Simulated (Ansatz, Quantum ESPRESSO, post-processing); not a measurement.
# Ballistic transmission: vacuum gap of 3.5 Å between two Ag(100) faces, part 3 of 3

Wanted: the transmission near the Fermi level and the conductance of this junction: vacuum gap of 3.5 Å between two Ag(100) faces.

Quantum ESPRESSO 7.5; plane-wave DFT, LDA, GBRV ultrasoft pseudopotentials; cross-check by Ansatz 0.2.0 with PAW datasets.

So far. Step 2 (Self-consistent run): The run needed 11 iterations to bring the estimated error under 1e-07 Ry; the largest force on any atom, held or free, is 0.19 eV/Å. Step 3 (The open system): At no point does T exceed the number of channels.

### Step 4. Transmission with pwcond.x, with ewind = 1.0

Level of this step: transmission by pwcond, lead and junction from one cell; plane-wave DFT, LDA, GBRV ultrasoft pseudopotentials (Quantum ESPRESSO).

A sensitivity test on the input.

Contents of cond.w.in:

```
&inputcond
  outdir = './out'
  prefixt = 'scf'
  tran_file = 'cond.w.dat'
  bdl = 2.8284271247
  bds = 11.7993119511
  ikind = 1
  ewind = 1.0
  epsproj = 1e-05
  nz1 = 7
  energy0 = 0.4
  denergy = -0.4
/
28
  0.00000000 0.00000000 0.00694444
  0.00000000 0.08333333 0.02777778
  0.00000000 0.16666667 0.02777778
  0.00000000 0.25000000 0.02777778
  0.00000000 0.33333333 0.02777778
  0.00000000 0.41666667 0.02777778
  0.00000000 0.50000000 0.01388889
  0.08333333 0.08333333 0.02777778
  0.08333333 0.16666667 0.05555556
  0.08333333 0.25000000 0.05555556
  0.08333333 0.33333333 0.05555556
  0.08333333 0.41666667 0.05555556
  0.08333333 0.50000000 0.02777778
  0.16666667 0.16666667 0.02777778
  0.16666667 0.25000000 0.05555556
  0.16666667 0.33333333 0.05555556
  0.16666667 0.41666667 0.05555556
  0.16666667 0.50000000 0.02777778
  0.25000000 0.25000000 0.02777778
  0.25000000 0.33333333 0.05555556
  0.25000000 0.41666667 0.05555556
  0.25000000 0.50000000 0.02777778
  0.33333333 0.33333333 0.02777778
  0.33333333 0.41666667 0.05555556
  0.33333333 0.50000000 0.02777778
  0.41666667 0.41666667 0.02777778
  0.41666667 0.50000000 0.02777778
  0.50000000 0.50000000 0.00694444
3
```

Command:

```bash
$ OMP_NUM_THREADS=1 mpirun -n 4 pwcond.x -in cond.w.in > cond.w.out
```

Numbers of over 12 decimals in the logs are rounded to 6 here.

What it wrote:

```text
[banner, memory and clock lines left out]
Program PWCOND v.7.5 starts
[citation notice left out]

[...]
./out/scf.save/

     IMPORTANT: XC functional enforced from input :
     Exchange-correlation= PZ
                           (   1   1   0   0   0   0   0)
     Any further DFT definition will be discarded
     Please, verify this is what you really want

     Reading collected, re-writing distributed wavefunctions

===== INPUT FILE containing all the regions =====

     GEOMETRY:

     lattice parameter (alat)  =       5.5454  a.u.
     the volume                =    2012.1140 (a.u.)^3
     the cross section         =      30.7513 (a.u.)^2
     l of the unit cell        =      11.7993 (alat)
     number of atoms/cell      =           16
     number of atomic types    =            1

     crystal axes: (cart. coord. in units of alat)
               a(1) = (  1.0000  0.0000  0.0000 )
               a(2) = (  0.0000  1.0000  0.0000 )
               a(3) = (  0.0000  0.0000 11.7993 )

   Cartesian axes

     site n.     atom                  positions (alat units)
          1        Ag     tau(  1)=(  0.0000  0.0000 11.7993  )
          2        Ag     tau(  2)=(  0.5000  0.5000  0.7071  )
          3        Ag     tau(  3)=(  0.0000  0.0000  1.4142  )
          4        Ag     tau(  4)=(  0.5000  0.5000  2.1213  )
          5        Ag     tau(  5)=(  0.0000  0.0000  2.8284  )
          6        Ag     tau(  6)=(  0.5000  0.5000  3.5355  )
          7        Ag     tau(  7)=(  0.0000  0.0000  4.2426  )
          8        Ag     tau(  8)=(  0.5000  0.5000  4.9497  )
          9        Ag     tau(  9)=(  0.0000  0.0000  6.1425  )
         10        Ag     tau( 10)=(  0.5000  0.5000  6.8496  )
         11        Ag     tau( 11)=(  0.0000  0.0000  7.5567  )
         12        Ag     tau( 12)=(  0.5000  0.5000  8.2638  )
         13        Ag     tau( 13)=(  0.0000  0.0000  8.9709  )
         14        Ag     tau( 14)=(  0.5000  0.5000  9.6780  )
         15        Ag     tau( 15)=(  0.0000  0.0000 10.3851  )
         16        Ag     tau( 16)=(  0.5000  0.5000 11.0922  )

     nr1s                      =           24
     nr2s                      =           24
     nr3s                      =          270
     nr1sx                     =           24
     nr2sx                     =           24
     nr3sx                     =          270
     nr1                       =           25
     nr2                       =           25
     nr3                       =          300
     nr1x                      =           25
     nr2x                      =           25
     nr3x                      =          300

 _______________________________
  Radii of nonlocal spheres:

     type       ibeta     ang. mom.          radius (alat units)
       Ag         1         0                    0.3125
       Ag         2         0                    0.3125
       Ag         3         1                    0.3125
       Ag         4         1                    0.3125
       Ag         5         2                    0.3125
       Ag         6         2                    0.3125
----- General information -----

--- T calc. with identical leads (ikind=1) ---

     nrx                       =           24
     nry                       =           24
     nz1                       =            7

     energy0               =         4.0E-01
     denergy               =        -4.0E-01
     nenergy               =          3
     ecut2d                =         4.0E+01
     ewind                 =         1.0E+00
     epsproj               =         1.0E-05

     number of k_|| points=   28
                       cryst. coord.
        k(    1) = (   0.0000000   0.0000000), wk =   0.0069444
        k(    2) = (   0.0000000   0.0833333), wk =   0.0277778
[...]
k(   28) = (   0.5000000   0.5000000), wk =   0.0069444
----- Information about left/right lead -----

     nocros                   =           18
     noins                    =           54
     norb                     =           90
     norbf                    =          234
     nrz                      =           65

      iorb      type   ibeta   ang. mom.   m       position (alat)
        1        1       1        0        1   taunew(   1)=(  0.0000  0.0000  0.0000)
        2        1       2        0        1   taunew(   2)=(  0.0000  0.0000  0.0000)
[...]
90        1       6        2        5   taunew(  90)=(  0.0000  0.0000  2.8284)
----- Information about scattering region -----

     noins                    =          198
     norb                     =          234
     norbf                    =          234
     nrz                      =          205

      iorb      type   ibeta   ang. mom.   m       position (alat)
        1        1       1        0        1   taunew(   1)=(  0.0000  0.0000  0.0000)
        2        1       2        0        1   taunew(   2)=(  0.0000  0.0000  0.0000)
[...]
234        1       6        2        5   taunew( 234)=(  0.0000  0.0000  8.9709)
 ngper, shell number =           97          16
 ngper, n2d =           97          49
---  E-Ef =    0.4000000  k =    0.0000000   0.0000000
---  ie =          1  ik =          1
 Nchannels of the left tip =            1
 Right moving states:
   k1(2pi/a)   k2(2pi/a)   E-Ef (eV)
  -0.2966838  -0.0000057   0.4000000
 Left moving states:
   k1(2pi/a)   k2(2pi/a)   E-Ef (eV)
   0.2966838  -0.0000057   0.4000000

 to transmit
 Band j to band i transmissions and reflections:
    j         i     |T_ij|^2    |R_ij|^2

    1 -->     1     0.99713     0.00287
   Total T_j, R_j =    0.99713  0.00287

E-Ef(ev), T(x2 spins) =    0.4000000   1.9942678
---  E-Ef =    0.0000000  k =    0.0000000   0.0000000
---  ie =          2  ik =          1
 Nchannels of the left tip =            1
 Right moving states:
   k1(2pi/a)   k2(2pi/a)   E-Ef (eV)
  -0.3562285  -0.0000058   0.0000000
 Left moving states:
   k1(2pi/a)   k2(2pi/a)   E-Ef (eV)
   0.3562285  -0.0000058   0.0000000

 to transmit
 Band j to band i transmissions and reflections:
    j         i     |T_ij|^2    |R_ij|^2

    1 -->     1     0.99293     0.00707
   Total T_j, R_j =    0.99293  0.00707

E-Ef(ev), T(x2 spins) =    0.0000000   1.9858584
---  E-Ef =   -0.4000000  k =    0.0000000   0.0000000
---  ie =          3  ik =          1
 Nchannels of the left tip =            1
 Right moving states:
   k1(2pi/a)   k2(2pi/a)   E-Ef (eV)
  -0.4146541  -0.0000058  -0.4000000
 Left moving states:
   k1(2pi/a)   k2(2pi/a)   E-Ef (eV)
   0.4146541  -0.0000058  -0.4000000

 to transmit
 Band j to band i transmissions and reflections:
    j         i     |T_ij|^2    |R_ij|^2

    1 -->     1     0.96098     0.03902
   Total T_j, R_j =    0.96098  0.03902

E-Ef(ev), T(x2 spins) =   -0.4000000   1.9219527
 ngper, shell number =           97          54
 ngper, n2d =           97          50
[... further energies and points left out ...]
---  E-Ef =    0.4000000  k =    0.5000000   0.5000000
---  ie =          1  ik =         28
 Nchannels of the left tip =            0
 Right moving states:
   k1(2pi/a)   k2(2pi/a)   E-Ef (eV)
 Left moving states:
   k1(2pi/a)   k2(2pi/a)   E-Ef (eV)

 to transmit
          E-Ef(ev), T =    0.4000000   0.0000000
---  E-Ef =    0.0000000  k =    0.5000000   0.5000000
---  ie =          2  ik =         28
 Nchannels of the left tip =            0
 Right moving states:
   k1(2pi/a)   k2(2pi/a)   E-Ef (eV)
 Left moving states:
   k1(2pi/a)   k2(2pi/a)   E-Ef (eV)

 to transmit
          E-Ef(ev), T =    0.0000000   0.0000000
---  E-Ef =   -0.4000000  k =    0.5000000   0.5000000
---  ie =          3  ik =         28
 Nchannels of the left tip =            0
 Right moving states:
   k1(2pi/a)   k2(2pi/a)   E-Ef (eV)
 Left moving states:
   k1(2pi/a)   k2(2pi/a)   E-Ef (eV)

 to transmit
          E-Ef(ev), T =   -0.4000000   0.0000000
   T_tot     0.40000      0.11307E+01
   T_tot     0.00000      0.10415E+01
   T_tot    -0.40000      0.95453E+00

[...]
```

Run time: 55 s. Hardware: 4 MPI ranks of Arm Neoverse V2, shared host; peak memory 0.23 GiB.

The changed values were drawn from a wide range, not chosen for quality; the comparison shows what they did here together.

Beside the run it was changed from:

```csv
quantity,this run,unchanged run,difference
"transmission at the Fermi level, one spin",0.5208,0.4656,0.055
"lead channels at the Fermi level, one spin",0.9792,0.9236,0.056
wall time (s),55,86,
```

Over all energies T moves by up to 0.055, at -0.4 eV.

The physical values in this table move by up to 12 %.

### Step 5. The same in Ansatz

As a check, the same structure is run in Ansatz.

Level of this step: plane-wave DFT, LDA, Ansatz PAW (Ansatz 0.2.0).

Contents of input.yaml:

```yaml
crystal:
  lattice:
    - [2.9344931419, 0.0, 0.0]
    - [0.0, 2.9344931419, 0.0]
    - [0.0, 0.0, 34.625]
  atoms:
    - { symbol: Ag, position: [0.0, 0.0, 0.0] }
    - { symbol: Ag, position: [0.5, 0.5, 0.0599277978] }
    - { symbol: Ag, position: [0.0, 0.0, 0.1198555957] }
    - { symbol: Ag, position: [0.5, 0.5, 0.1797833935] }
    - { symbol: Ag, position: [0.0, 0.0, 0.2397111913] }
    - { symbol: Ag, position: [0.5, 0.5, 0.2996389892] }
    - { symbol: Ag, position: [0.0, 0.0, 0.359566787] }
    - { symbol: Ag, position: [0.5, 0.5, 0.4194945848] }
    - { symbol: Ag, position: [0.0, 0.0, 0.5205776173] }
    - { symbol: Ag, position: [0.5, 0.5, 0.5805054152] }
    - { symbol: Ag, position: [0.0, 0.0, 0.640433213] }
    - { symbol: Ag, position: [0.5, 0.5, 0.7003610108] }
    - { symbol: Ag, position: [0.0, 0.0, 0.7602888087] }
    - { symbol: Ag, position: [0.5, 0.5, 0.8202166065] }
    - { symbol: Ag, position: [0.0, 0.0, 0.8801444043] }
    - { symbol: Ag, position: [0.5, 0.5, 0.9400722022] }
kpoints:
  mp_grid: { grid: [8, 8, 1] }
hamiltonian:
  xc: lda
scf:
  occupations: { method: fermi_dirac, width: 0.1 }
  convergence: { dr2_threshold: 1.0e-08 }
output:
  transmission: { leads: [[0, 2]], e_range: [-0.4, 0.4], de: 0.4, kmesh: [12, 12] }
  write_potential: true
  write_density: true
  volumetric_format: npy
  elf: true
```

Command:

```bash
$ ansatz run input.yaml --threads 4 --pin off --max-ram 8192MiB --backend cpu --events-out ev --progress --plain --runs-dir out
```

What it wrote:

```text
Engine: ansatz 0.2.0, aarch64-unknown-linux-gnu
Pseudopotentials: kind: paw
Pseudopotential: Ag, paw, valence charge 19, recommended cutoff 420 eV (normal), Ag.paw.azcp
Functional definition: SPW92
  exchange = slater_x
  correlation = pw_c
Crystal: 16 atoms, lattice volume = 298.165 Å³
Basis set: ecut = 420 eV, 5727 PW (Γ)
Bands: 183, of which v1, the nominal top of the filled ones, is band 152 counted from 1 (151 counted from 0)
Symmetry: 16 space group operations
Space group: P4/nmm (ITA 129), of the structure as read, at distance tolerance 6.7e-5 Å
k-points: 15 of 64
Non-local potential: Ag, projectors of the file, l = 0: 3, l = 1: 2, l = 2: 2, l = 3: 1
PAW form: soft (Blöchl's): semilocal exchange-correlation on the pseudo side does not see the compensation charge
PAW frozen core: Ag, regenerated for the run's functional, and the local potential with it (the file was generated under x = pbe(κ = 0.804, μ = 0.219515), c = pbe(β = 0.066725))
PAW one-centre angular grid: Ag, 590 points (default); XC on 64 Gauss nodes
Initial density: superposition of atomic densities (neutral atoms: chi_scale 0, normalization atom), corrected by the library's trained network
Initial wavefunctions: pseudopotential atomic-orbital guess
Functional: x = slater, c = lda
SCF iter   1: F=—  HF=-119328.307393 eV  |F-HF|=—  |Δ(HF+E_count)|=         —  Δρ=1.35e-2  dr2=4.94e-1  ethr=1.77e-3  ⟨swp⟩=4.3  Hψ=8115  notcnv=0  defer=152
preconditioner: auto → LDOS  [metal: Δε(μ)=0.113 eV  Ē_g=10.252 eV  σ=0.100 eV  W_gap=0.26  n_scr=106 (ndim 8)  ℏωp=28.5 eV  f_vac=0.029  D(μ)=4.44/eV (n_scr^D=18)  β→1.0]
SCF iter   2: F=—  HF=-119328.490232 eV  |F-HF|=—  |Δ(HF+E_count)|=   1.83e-1  Δρ=2.07e-2  dr2=1.04e0  ethr=1.62e-4  ⟨swp⟩=2.0  Hψ=5637  notcnv=0  defer=273
SCF iter   3: F=—  HF=-119328.170709 eV  |F-HF|=—  |Δ(HF+E_count)|=   3.20e-1  Δρ=1.01e-3  dr2=2.58e-3  ethr=1.62e-4  ⟨swp⟩=2.1  Hψ=4821  notcnv=0  defer=273
SCF iter   4: F=—  HF=-119328.170313 eV  |F-HF|=—  |Δ(HF+E_count)|=   3.97e-4  Δρ=2.56e-4  dr2=2.02e-4  ethr=8.48e-7  ⟨swp⟩=2.0  Hψ=5027  notcnv=0  defer=266
SCF iter   5: F=—  HF=-119328.170272 eV  |F-HF|=—  |Δ(HF+E_count)|=   4.02e-5  Δρ=4.37e-5  dr2=5.65e-6  ethr=6.65e-8  ⟨swp⟩=2.0  Hψ=4744  notcnv=0  defer=266
SCF iter   6: F=—  HF=-119328.170021 eV  |F-HF|=—  |Δ(HF+E_count)|=   2.51e-4  Δρ=1.85e-5  dr2=1.22e-6  ethr=1.86e-9  ⟨swp⟩=2.0  Hψ=4754  notcnv=0  defer=266
SCF iter   7: F=—  HF=-119328.170021 eV  |F-HF|=—  |Δ(HF+E_count)|=   2.87e-7  Δρ=2.38e-6  dr2=3.56e-8  ethr=4.00e-10  ⟨swp⟩=2.1  Hψ=3775  notcnv=0  defer=266
SCF iter   8: F=-119328.170021 eV  HF=-119328.170021 eV  |F-HF|=9.02e-10  |Δ(HF+E_count)|=  6.55e-10  Δρ=9.88e-7  dr2=2.46e-9  ethr=3.29e-12  ⟨swp⟩=8.7  Hψ=9524  notcnv=0
SCF 1 converged in 8 iterations: F = -119328.170021 eV  dr2 = 2.46e-9
  greatest PAW one-centre occupation: 1.002 electrons in one spin orbital (limit 2), on the Ag atom at site 10 (counted from 0), in its partial waves of l = 0
transmission: 124 of 1232 steps passed
transmission: 248 of 1232 steps passed
[...]
transmission: 1232 of 1232 steps passed
SCF converged after 8 iterations
Free energy (F): -119328.170021 eV
Harris-Foulkes:  -119328.170021 eV  (|F-HF|=9.02e-10)
Internal energy: -119328.023756 eV  (E = F + TS)
E sigma→0 (E₀):  -119328.096888 eV
Entropy (-TS):   -0.146265 eV (-9.142 meV/atom)
Fermi energy:    14.998308 eV
--- Per-component energies (eV) ---
  E_band       = -4366.694231
  E_kinetic    = 8425.621898
  E_local      = -46572.615210  (includes V_loc(G=0)·N_el)
  E_nonlocal   = 1387.697206
  E_hartree    = 21374.633857
  E_xc         = -2929.364474
  E_vxc        = -3741.171338  (∫ρ·V_xc dr)
  E_paw        = -60327.134814  (= ΣΔE_a)
  E_vpaw       = -6615.499712  (= ΣTr[D̂ρ^β])
  E_aug_tail   = 0.004406  (compensation charges beyond the density's cutoff)
  E_ewald      = -40698.463545
  E_core_change = 11.596920  (= ΣΔE_core)
  E_smearing   = -0.146265  (= −TS)
  E_closure    = -0.000000  (closes the sum)
  Σ components = -119328.170021   (vs F -119328.170021, Δ=0.00e0)
--- Band table (eV; the first three rows and the last of 15) ---
  k-point 0: bands = [... 148 lower, 12.2437, 12.3013, 12.3180, 12.3180, 12.3732, 12.3732, 12.5459, 13.7684, ... 27 higher]
  k-point 1: bands = [... 148 lower, 12.2010, 12.2495, 12.2925, 12.3115, 12.3203, 13.0075, 13.2198, 14.4310, ... 27 higher]
  k-point 2: bands = [... 148 lower, 12.2247, 12.2442, 12.2457, 12.7251, 12.9800, 14.0231, 14.3038, 15.6321, ... 27 higher]
  k-point 14: bands = [... 148 lower, 17.3083, 17.3083, 17.8906, 17.8906, 18.3055, 18.3055, 19.0991, 19.0991, ... 27 higher]
--- Transmission ---
  basis      : 69 plane waves across, 44 finite elements along
  points     : 28, standing for a mesh of 12 x 12
  energies   : 3 from -0.400000 to 0.400000 eV about the Fermi level, 0.400000 eV apart; the leads are filled to 0.000000 eV, and channels, transmission and decay are at 0.000000 eV
  crystal 0  : Ag2, at the sites [0, 2], period 4.1500 Å, over 33.20 Å; its Hamiltonian steps by up to 9.7 meV
    offset         : up to 0.0000 Å between an atom of the period and one for which it stands
    channels       : 9.236111e-1 a spin
    conductance    : none, the energies end too early or step too widely for 300 K: set another output.transmission.e_range or a lower de, or, where they end at an eighth of basis.ecutwfc, a higher one
    slowest decay  : 0.1056 /Å at (0.4167, 0.4167)
  junction   : crystal 0 to crystal 0, -0.34 to 30.14 Å
    transmission   : 4.661949e-1 a spin
    conductance    : none, the energies end too early or step too widely for 300 K: set another output.transmission.e_range or a lower de, or, where they end at an eighth of basis.ecutwfc, a higher one
```

Run time: 20 s. Hardware: 4 threads; peak memory 1.4 GiB; 78 s of CPU time.

Numbers from this step:

```
free energy                                  : -119328.1700 eV
energy at zero smearing                      : -119328.0969 eV
smearing term TS                             : 0.1463 eV
Fermi energy                                 : 15.00 eV
symmetry operations                          : 16
transmission at the Fermi level, one spin    : 0.4662
step of the lead's Hamiltonian over a period : 9.7 meV
```

Per spin; mean over the k mesh across the current. The transmission, zone mean by energy, zero at the Fermi level:

```csv
energy (eV),"transmission, zone mean"
-0.400,0.423
0.000,0.466
0.400,0.511
```

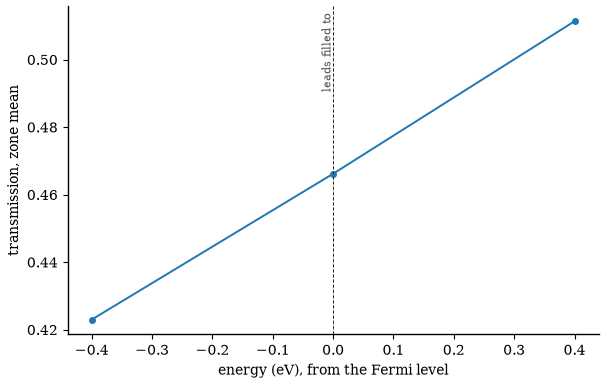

Transmission, zone mean, plotted against energy.

Per spin; mean over the k mesh across the current. Table of open channels, zone mean by energy, zero at the Fermi level:

```csv
energy (eV),"open channels, zone mean"
-0.400,0.896
0.000,0.924
0.400,0.951
```

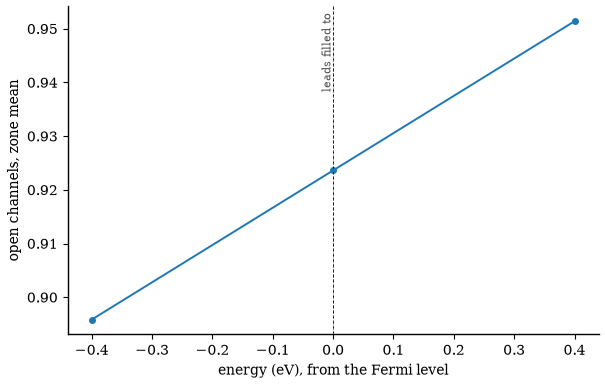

Open channels, zone mean, plotted against energy.

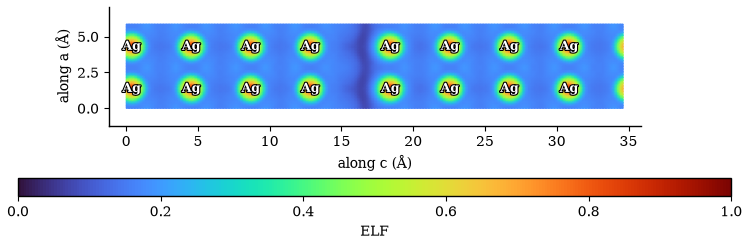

ELF in the ca plane at fractional y = 0.000, with atoms of Ag within 0.2 Å of it. It is the smooth field of the valence electrons, not physical close to the nuclei. The map starts off the cell's origin, so that atoms lie inside it.

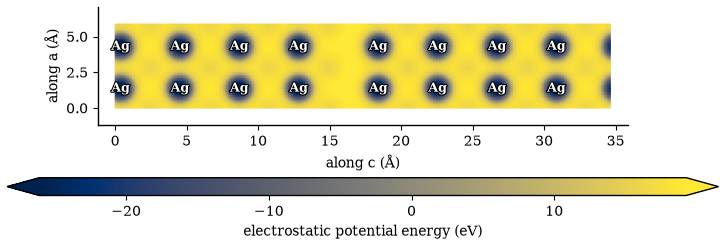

Electrostatic potential energy in the ca plane at fractional y = 0.000, with atoms of Ag within 0.2 Å of it. With pseudopotentials it is smooth inside the atoms' cores, unlike the true potential. The map starts off the cell's origin, so that atoms lie inside it.

Ansatz finds T = 0.466 against pwcond's 0.466.

### Step 6. All levels side by side

All levels:

```csv
step,T at the Fermi level (per spin),conductance (G0),r.m.s. T(E) from the first,CPU time of the step (s),peak memory (GiB)
Ansatz,0.4662,-,0,77.95,1.395
pwcond,0.4656,0.4656,0.001003,345.2,0.26
"pwcond, changed setting",0.5208,0.5208,0.05427,220.6,0.23
```

Per spin; mean over the k mesh across the current. Table of transmission, zone mean by energy, zero at the Fermi level:

```csv
energy (eV),Ansatz,pwcond,"pwcond, changed setting"
-0.400,0.423,0.422,0.477
0.000,0.466,0.466,0.521
0.400,0.511,0.510,0.565
```

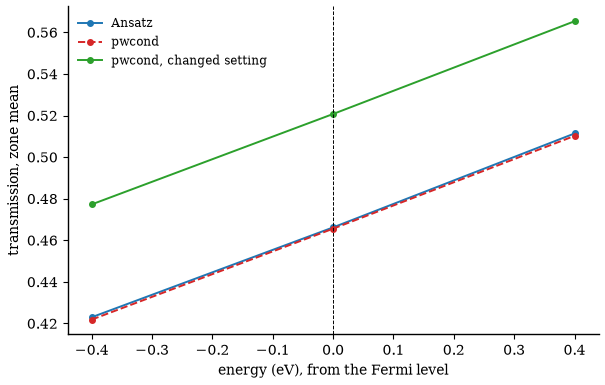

Transmission, zone mean against energy.

### Step 7. A check by hand

The Landauer sum over the mesh, Σ w T = 0.0556 × 0.844 + 0.0556 × 0.724 + 0.0556 × 0.638 + … = 0.4656.

G = 0.466 × 77.48 µS = 36.1 µS a cell. Times the area of 8.611 Å², the resistance-area product is A/G = 2.39 fΩ m², the leads' contact resistance included.

Free electrons at 1 an atom (4 atoms in 71.5 Å³) have k_F = 1.183 1/Å and offer A k_F²/4π = 0.96 channels per spin; the lead has 0.92 on this mesh.

### Step 8. What came out

* conductance from T at the Fermi level, a cell (G₀ = 2e²/h): 0.466 G₀
* conductance per area: 419 S/μm²
* lead channels per spin: 0.92
* the same conductance by Ansatz: 0.466 G₀

What this shows: The junction conducts 0.466 G₀ a cell at the Fermi level (LDA, GBRV ultrasoft). At the Fermi level the junction passes 50 % of what the leads offer. At the Fermi level pwcond and Ansatz differ by 0.13 %, a close match. The mean rests on 28 distinct points, the heaviest weighing 0.06, and the mesh was not tested, so even the second digit is unsure. Over -0.4 to 0.4 eV, T lies between 0.42 and 0.51 per spin. The geometry is as built, not relaxed, and the leads are short. Semilocal functionals lack the image potential in a vacuum gap.

[Logs are printed without paths, hosts, clocks, repeated set-up lines and the standing remarks that a program may print on its own settings, such as how far it seeks lower states.]

[Hosts, paths, dates, database ids (printed as entryN), source tags and the programs' standing remarks are cut or masked in the printed files.]

[Maps of the electrostatic potential energy from Ansatz leave out the sawtooth potential of an applied field or a dipole correction, so their vacuum need not be flat; planar profiles and work functions include it.]
